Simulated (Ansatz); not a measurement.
# What Mo → Si does to MoS2

Take MoS2 in the 3R-MoS2 type structure (space group R3m, No. 160; a = 3.1752 Å, c = 18.5848 Å (hexagonal axes); layered, stacked along the Cartesian z axis) as the base.

Perturbation: every Mo is replaced by Si, then cell and atoms are relaxed.

Calculations: Ansatz (a quantum-chemistry and plane-wave program), r2SCAN+rVV10, PAW, cutoff 500 eV, no spin-orbit coupling. k-mesh 12×12×12 (Γ-centred); smearing 0.05 eV (Fermi–Dirac).

| quantity | base | changed | shift |
|---|---|---|---|
| volume per atom | 18.03 Å³ | 18.06 Å³ | +0.03 Å³ |
| density | 4.91 g/cm³ | 2.83 g/cm³ | -2.088 g/cm³ |
| lattice parameter a | 3.175 Å | 3.226 Å | +0.051 Å |
| c/a ratio | 5.853 | 5.590 | -0.263 |
| space group | R3m (No. 160) | R3m (No. 160) | – |
| shortest interatomic distance | 2.403 Å | 2.359 Å | -0.044 Å |
| band gap | 1.02 eV | 0.33 eV | -0.69 eV |
| gap character | indirect, T → k = (0.167, -1/2, -0.167) in the run's primitive reciprocal basis | indirect, T → k = (0.167, 0.167, -1/3) in the run's primitive reciprocal basis | – |
| smallest direct gap | 1.79 eV | 1.30 eV | -0.49 eV |
| width of the top valence band | 1.81 eV | 2.04 eV | +0.23 eV |

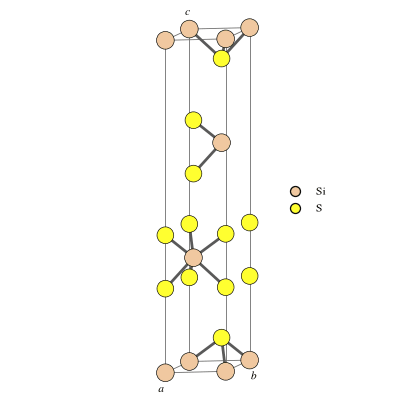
*The relaxed conventional cell after the change*

Stability against distortions was not tested. As relaxed here, SiS2 is a hypothetical phase, not in the database extracts checked.
